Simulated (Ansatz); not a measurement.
# Direct or indirect: SnSe2 (P-3m1)

```cif
data_structure
_symmetry_space_group_name_H-M 'P-3m1'
_symmetry_Int_Tables_number 164
_cell_length_a 3.8110
_cell_length_b 3.8110
_cell_length_c 6.1360
_cell_angle_alpha 90.000
_cell_angle_beta 90.000
_cell_angle_gamma 120.000
_cell_volume 77.18
loop_
_atom_site_label
_atom_site_type_symbol
_atom_site_symmetry_multiplicity
_atom_site_Wyckoff_symbol
_atom_site_fract_x
_atom_site_fract_y
_atom_site_fract_z
_atom_site_occupancy
Sn1 Sn 1 a 0.00000 0.00000 0.00000 1
Se1 Se 2 d 0.66667 0.33333 0.75100 1
```

Method: Ansatz, PBE, independent particles, without spin-orbit coupling, line width 0.1 eV (Gaussian). The band structure gives a fundamental gap of 0.73 eV. The spectrum of vertical transitions near the edge:

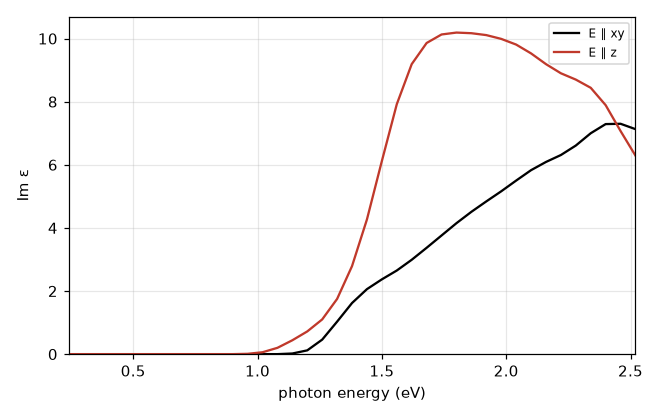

(1) Is the gap direct or indirect, and about where do vertical transitions set in?

Results:

(1) Indirect, by the band path, whose least direct gap is 1.10 eV. The curves fit this: they stay near zero above 0.73 eV and rise only from about 1.1 eV, though a forbidden direct transition would look alike. Lines are broadened by 0.1 eV, which spreads the edge, and phonons, which would give weak absorption from the fundamental gap up, are left out.

[Logs are printed without paths, hosts, clocks, repeated set-up lines and the standing remarks that a program may print on its own settings, such as how far it seeks lower states.]
